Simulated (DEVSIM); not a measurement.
Structure: illuminated Si p-on-n cell, one wavelength, with a back-surface field, at 300 K.

```csv
layer (left to right),material,thickness (μm),Nd (cm⁻³),Na (cm⁻³),τn (s),τp (s),absorption coefficient (cm⁻¹)
1,Si,0.130,-,6.2e18,0.00019,4.3e-6,11000
2,Si,59.0,2.1e16,-,0.00027,0.00027,11000
3,Si,0.330,2e18,-,0.00027,0.00027,11000
```

Left contact: ohmic, minority electron recombination velocity 900 cm/s. Right contact: ohmic, minority hole recombination velocity 10 cm/s. Voltage is applied to the left contact. Recombination: SRH at mid-gap, radiative, Auger. Light enters at the left, 3.9e16 photons cm⁻² s⁻¹, one pass, no reflection. Mobility is μmin + (μ − μmin)/(1 + (N/Nref)^α).

The device is made up for the run: typed textbook-type constants, with dimensions and the other settings drawn at random. Values at 300 K.

| parameter | Si |
|---|---|
| gap (eV) | 1.124 |
| affinity (eV) | 4.05 |
| permittivity | 11.7 |
| Nc (cm⁻³) | 2.86e19 |
| Nv (cm⁻³) | 3.1e19 |
| μn (cm²/Vs) | 1417 |
| μp (cm²/Vs) | 470 |
| μn,min | 52 |
| μp,min | 45 |
| Nref,n | 9.7e16 |
| Nref,p | 2.2e17 |
| αn | 0.68 |
| αp | 0.72 |
| B (cm³/s) | 4.7e-15 |
| Cn (cm⁶/s) | 2.8e-31 |
| Cp (cm⁶/s) | 9.9e-32 |

Simulated with DEVSIM: 1D drift-diffusion, Boltzmann statistics, complete ionisation; no tunnelling, impact ionisation, image-force lowering or self-heating.

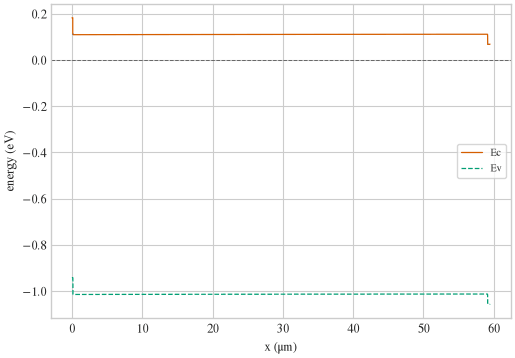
Figure. Band edges at 0.9 V on the left contact, in the dark

Energies count from the Fermi level of the right contact; mesh points crowd at the junctions.

```json
[
 {"x (μm)": "0.000", "Ec (eV)": "0.182", "Ev (eV)": "-0.942", "n (cm⁻³)": "2.3e16", "p (cm⁻³)": "6.2e18", "field (V/cm)": "440"},
 {"x (μm)": "0.03082", "Ec (eV)": "0.182", "Ev (eV)": "-0.942", "n (cm⁻³)": "2.3e16", "p (cm⁻³)": "6.2e18", "field (V/cm)": "≈ 0"},
 {"x (μm)": "0.08407", "Ec (eV)": "0.182", "Ev (eV)": "-0.942", "n (cm⁻³)": "2.3e16", "p (cm⁻³)": "6.2e18", "field (V/cm)": "≈ 0"},
 {"x (μm)": "0.1216", "Ec (eV)": "0.182", "Ev (eV)": "-0.942", "n (cm⁻³)": "2.4e16", "p (cm⁻³)": "6.2e18", "field (V/cm)": "-1300"},
 {"x (μm)": "0.1699", "Ec (eV)": "0.110", "Ev (eV)": "-1.014", "n (cm⁻³)": "3.9e17", "p (cm⁻³)": "3.7e17", "field (V/cm)": "-19"},
 {"x (μm)": "0.2693", "Ec (eV)": "0.110", "Ev (eV)": "-1.014", "n (cm⁻³)": "3.9e17", "p (cm⁻³)": "3.7e17", "field (V/cm)": "≈ 0"},
 {"x (μm)": "0.5408", "Ec (eV)": "0.110", "Ev (eV)": "-1.014", "n (cm⁻³)": "3.9e17", "p (cm⁻³)": "3.7e17", "field (V/cm)": "≈ 0"},
 {"x (μm)": "1.646", "Ec (eV)": "0.110", "Ev (eV)": "-1.014", "n (cm⁻³)": "3.9e17", "p (cm⁻³)": "3.7e17", "field (V/cm)": "≈ 0"},
 {"x (μm)": "4.040", "Ec (eV)": "0.110", "Ev (eV)": "-1.014", "n (cm⁻³)": "3.9e17", "p (cm⁻³)": "3.7e17", "field (V/cm)": "≈ 0"},
 {"x (μm)": "10.58", "Ec (eV)": "0.110", "Ev (eV)": "-1.014", "n (cm⁻³)": "3.9e17", "p (cm⁻³)": "3.7e17", "field (V/cm)": "≈ 0"},
 {"x (μm)": "26.86", "Ec (eV)": "0.111", "Ev (eV)": "-1.013", "n (cm⁻³)": "3.8e17", "p (cm⁻³)": "3.6e17", "field (V/cm)": "≈ 0"},
 {"x (μm)": "50.11", "Ec (eV)": "0.111", "Ev (eV)": "-1.013", "n (cm⁻³)": "3.8e17", "p (cm⁻³)": "3.6e17", "field (V/cm)": "≈ 0"},
 {"x (μm)": "55.61", "Ec (eV)": "0.111", "Ev (eV)": "-1.012", "n (cm⁻³)": "3.8e17", "p (cm⁻³)": "3.6e17", "field (V/cm)": "≈ 0"},
 {"x (μm)": "57.82", "Ec (eV)": "0.112", "Ev (eV)": "-1.012", "n (cm⁻³)": "3.8e17", "p (cm⁻³)": "3.6e17", "field (V/cm)": "≈ 0"},
 {"x (μm)": "58.78", "Ec (eV)": "0.112", "Ev (eV)": "-1.012", "n (cm⁻³)": "3.8e17", "p (cm⁻³)": "3.6e17", "field (V/cm)": "≈ 0"},
 {"x (μm)": "59.01", "Ec (eV)": "0.112", "Ev (eV)": "-1.012", "n (cm⁻³)": "3.8e17", "p (cm⁻³)": "3.6e17", "field (V/cm)": "≈ 0"},
 {"x (μm)": "59.10", "Ec (eV)": "0.112", "Ev (eV)": "-1.012", "n (cm⁻³)": "3.8e17", "p (cm⁻³)": "3.6e17", "field (V/cm)": "-81"},
 {"x (μm)": "59.13", "Ec (eV)": "0.076", "Ev (eV)": "-1.048", "n (cm⁻³)": "1.5e18", "p (cm⁻³)": "9.2e16", "field (V/cm)": "-29000"},
 {"x (μm)": "59.19", "Ec (eV)": "0.068", "Ev (eV)": "-1.056", "n (cm⁻³)": "2.1e18", "p (cm⁻³)": "6.7e16", "field (V/cm)": "≈ 0"},
 {"x (μm)": "59.30", "Ec (eV)": "0.068", "Ev (eV)": "-1.056", "n (cm⁻³)": "2.1e18", "p (cm⁻³)": "6.7e16", "field (V/cm)": "≈ 0"},
 {"x (μm)": "59.41", "Ec (eV)": "0.068", "Ev (eV)": "-1.056", "n (cm⁻³)": "2.1e18", "p (cm⁻³)": "6.7e16", "field (V/cm)": "≈ 0"},
 {"x (μm)": "59.46", "Ec (eV)": "0.069", "Ev (eV)": "-1.055", "n (cm⁻³)": "2.0e18", "p (cm⁻³)": "6.9e16", "field (V/cm)": "2900"}
]
```
